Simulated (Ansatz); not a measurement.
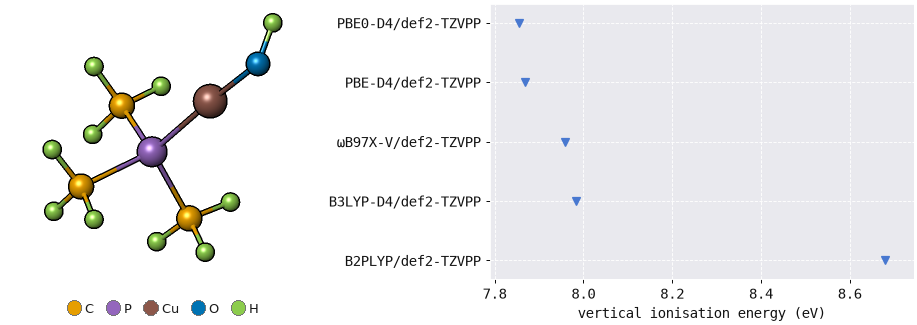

Vertical ionisation energy of C₃H₁₀CuOP, SMILES C[P+](C)(C)[Cu-][OH], singlet, taken as the energy of the cation less that of the neutral at fixed geometry (unrestricted doublet cation, cores frozen in correlated methods, no spin-orbit coupling), the Ansatz code, at a PBE0-D4/def2-TZVP geometry (with a soft imaginary mode, 38i cm⁻¹). Choice of cores on heavy atoms: Zn/Cu 3s3p.

What range do the values span?

From 7.85 eV (PBE0-D4/def2-TZVPP) to 8.68 eV (B2PLYP/def2-TZVPP).

Give the values.

```csv
level,eV
PBE0-D4/def2-TZVPP,7.85
PBE-D4/def2-TZVPP,7.87
ωB97X-V/def2-TZVPP,7.96
B3LYP-D4/def2-TZVPP,7.98
B2PLYP/def2-TZVPP,8.68
```

Caveats, for all or some of the runs: no scalar relativity up to krypton.
